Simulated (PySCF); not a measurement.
# [Hf2Cl]+: singlet, from a bent start

Where does singlet [Hf2Cl]+ go from a bent start, is the end point a minimum, and what are its modes, charges and moments?

The runs use PySCF 2.14.0; PBE0, basis Cl def2-TZVP, Hf def2-TZVP with ECP60, scalar-relativistic core potentials, no spin–orbit coupling, density fitting.

## 1. Where the work starts

3 atoms, charge 1, spin multiplicity 1.

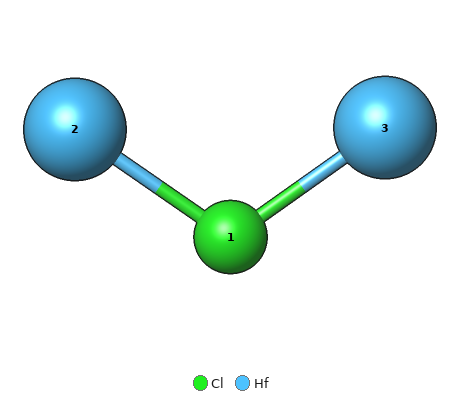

The starting geometry (chlorine green, hafnium blue); atoms are numbered from 1 in the order of the file.

Coordinates in bohr (charge 1 multiplicity 1):
```
Cl    0.0000    0.0000   -2.4301
Hf    3.8078    0.0000    0.2361
Hf   -3.8078    0.0000    0.2361
```

## 2. Bent start, singlet: relaxation

The steps below are one call of a driver around PySCF. For each, scf.py gives the equivalent set-up of the SCF; relaxations use the driver's own optimiser. Before each start the driver seeks the lowest SCF state from one or more starting densities and follows internal instabilities, so scf.py alone need not reach the same state.

The program finds C2v symmetry in the start, which this walk keeps.

scf.py

```python
from pyscf import gto, scf, dft
mol = gto.M(atom='''
Cl     0.000000     0.000000    -1.285951
Hf     2.015000    -0.000000     0.124949
Hf    -2.015000     0.000000     0.124949''',
    basis={'Cl': 'def2-TZVP', 'Hf': 'def2-TZVP'},
    ecp={'Hf': 'def2-TZVP'},
    charge=1, spin=0)
mf = dft.RKS(mol, xc='PBE0')
mf.grids.atom_grid = (50, 194)
aux = {'Cl': 'def2-universal-JKFIT', 'Hf': 'def2-universal-JKFIT'}
mf = mf.density_fit(auxbasis=aux)
mf.kernel()
```

The optimiser's trace:

| step | energy (Eh) | change (kJ/mol) | largest symmetric gradient (Eh/bohr) |
| --- | --- | --- | --- |
| 0 | -555.633077 | 0.00 | 0.02146 |
| 1 | -555.640633 | -19.84 | 0.02425 |
| 2 | -555.649243 | -42.45 | 0.02640 |
| 3 | -555.658170 | -65.88 | 0.02680 |
| 4 | -555.676777 | -114.74 | 0.00638 |
| 5 | -555.676772 | -114.72 | 0.00498 |
| 6 | -555.677076 | -115.52 | 0.00066 |
| 7 | -555.677079 | -115.53 | 0.00009 |

The walk ran for 17 s (4 threads, shared host).

Geometry (Å) and forces (eV/Å) at some steps:

```
step 0
Cl   0.000   0.000  -1.286   0.000   0.000  -0.388
Hf   2.015   0.000   0.125  -1.104   0.000   0.194
Hf  -2.015   0.000   0.125   1.104   0.000   0.194
step 1
Cl   0.000   0.000  -1.348   0.000   0.000  -0.334
Hf   1.942   0.000   0.156  -1.247   0.000   0.167
Hf  -1.942   0.000   0.156   1.247   0.000   0.167
step 4
Cl   0.000   0.000  -1.628   0.000   0.000   0.234
Hf   1.528   0.000   0.296  -0.328   0.000  -0.117
Hf  -1.528   0.000   0.296   0.328   0.000  -0.117
step 7
Cl   0.000   0.000  -1.625   0.000   0.000   0.005
Hf   1.505   0.000   0.294  -0.003   0.000  -0.002
Hf  -1.505   0.000   0.294   0.003   0.000  -0.002
```

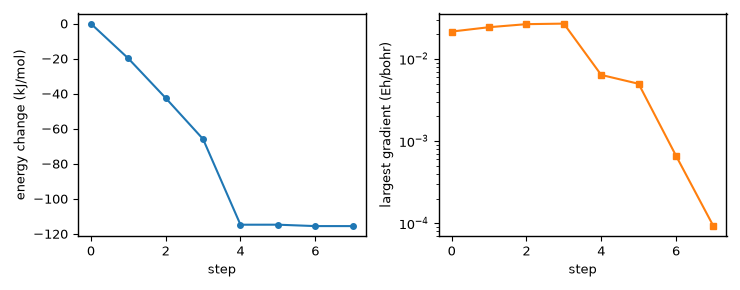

How energy and gradient fall.

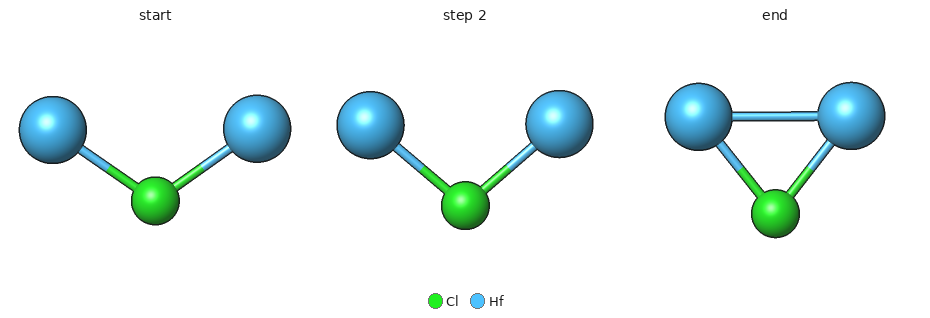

The geometry along the walk, at one scale.

After 7 steps and 115.5 kJ/mol it ends at C2v: Cl–Hf 2.439 Å (×2), Hf–Hf 3.010 Å; Cl–Hf–Hf 51.9° (×2), Hf–Cl–Hf 76.2°.

## 3. Is it a minimum? Harmonic modes

The point is checked on the finer grid, and tightened if its gradient asks for it. The Hessian and the dipole derivatives come from central differences of analytic gradients, with steps of 0.01 bohr.

Edit scf.py of step 2 so:

```diff
@@ -3,3 +3,3 @@
-Cl     0.000000     0.000000    -1.285951
-Hf     2.015000    -0.000000     0.124949
-Hf    -2.015000     0.000000     0.124949''',
+Cl    -0.000000     0.000000    -1.750555
+Hf     1.503478    -0.000000     0.170731
+Hf    -1.503478     0.000000     0.170731''',
@@ -10 +10 @@
-mf.grids.atom_grid = (50, 194)
+mf.grids.atom_grid = (75, 302)
```

This SCF starts from the last density.

SCF at the final geometry:

```text
init E= -555.677292140931
  HOMO = -0.340643298927752  LUMO = -0.285471114583052  gap/eV = 1.50131
cycle= 1 E= -555.677292140969  delta_E= -3.75e-11  |g|= 5.78e-06  |ddm|= 2.1e-05
  HOMO = -0.340643432583051  LUMO = -0.285471403981034  gap/eV = 1.50131
Extra cycle  E= -555.677292140965  delta_E= 3.75e-12  |g|= 9.16e-06  |ddm|= 2.04e-05
converged SCF energy = -555.677292140965
```

The whole step took 24 s.

Geometry: C2v; Cl–Hf 2.440 Å (×2), Hf–Hf 3.007 Å; Cl–Hf–Hf 52.0° (×2), Hf–Cl–Hf 76.1°.

Harmonic modes (main isotopes):

```json
{"symmetry": "a1", "ω (cm⁻¹)": "129", "IR (km/mol)": "0.1"}
{"symmetry": "b2", "ω (cm⁻¹)": "228", "IR (km/mol)": "0.1"}
{"symmetry": "a1", "ω (cm⁻¹)": "322", "IR (km/mol)": "3.3"}
```

No imaginary mode, so this is a minimum.

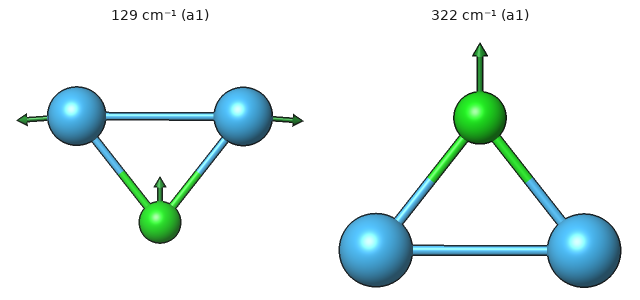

Displacements of 2 of the modes, as arrows (one member where a mode is degenerate).

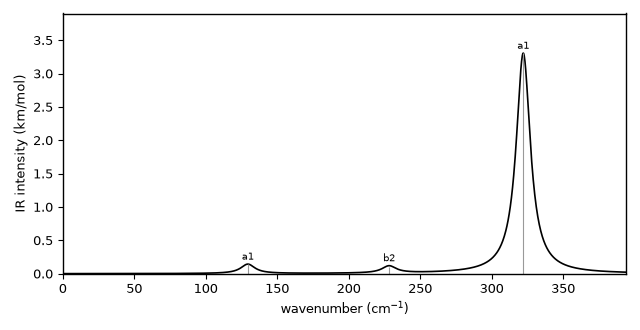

The harmonic infrared spectrum (widths in cm⁻¹). Lines are broadened to a width of 12 cm⁻¹ (Lorentzian).

Properties at this point:

```yaml
Dipole_moment_about_the_centre_of_mass: 0.85 D
Highest_occupied_level: -9.27 eV
Lowest_empty_level: -7.77 eV
Rotational_constants: 0.1433, 0.02072, 0.0181 cm⁻¹
Zero-point_energy: 4.1 kJ/mol
Principal_polarisabilities: 127.7, 128.9, 212.5 bohr³
Principal_traceless_quadrupole_moments_about_the_centre_of_mass: -15.21, -7.48, 22.69 D Å
Entropy_at_298.15_K_and_1_bar: 328.0 J/(mol K)
Heat_capacity_Cp_at_298.15_K: 55.7 J/(mol K)
Enthalpy_at_298.15_K_above_0_K: 14.09 kJ/mol
Rotational_symmetry_number: 2
```

Charges (e) and bond orders:

| atom | Mulliken | Löwdin | polar tensor | Mayer order to Cl1 |
| --- | --- | --- | --- | --- |
| Cl1 | -0.16 | 0.35 | -0.03 | – |
| Hf2,3 | 0.58 | 0.32 | 0.51 | 0.75 |

Mulliken populations on Cl1: s 5.95, p 11.14, d 0.07, f 0.00.

## 4. Stability of the closed shell

At the lowest minimum the closed shell is tested against spin polarisation, on the (50, 194) grid. It is unstable: an open-shell solution lies lower. That solution was not followed to a minimum here.

## 5. Outcome

| quantity | value |
| --- | --- |
| minimum | singlet, C2v (closed shell, unstable towards spin polarisation) |
| geometry | Cl–Hf 2.440 Å (×2), Hf–Hf 3.007 Å; Cl–Hf–Hf 52.0° (×2), Hf–Cl–Hf 76.1° |
| wavenumbers (cm⁻¹) | 129 (a1), 228 (b2), 322 (a1) |
| dipole moment (centre of mass) | 0.85 D |
| highest occupied, lowest empty level | -9.27, -7.77 eV |
| polar-tensor charge of Cl1 | -0.03 e |
| zero-point energy | 4.1 kJ/mol |

What this shows: The bent start keeps its C2v symmetry and ends in a minimum. In the infrared the band at 322 cm⁻¹ (a1) leads. Only this shape and spin were tried, so other structures or states may lie lower. Spin polarisation would lower this closed shell, so its numbers describe a constrained state. Spin–orbit coupling, left out here, can matter for elements this heavy.

The search up to here took 48 s.
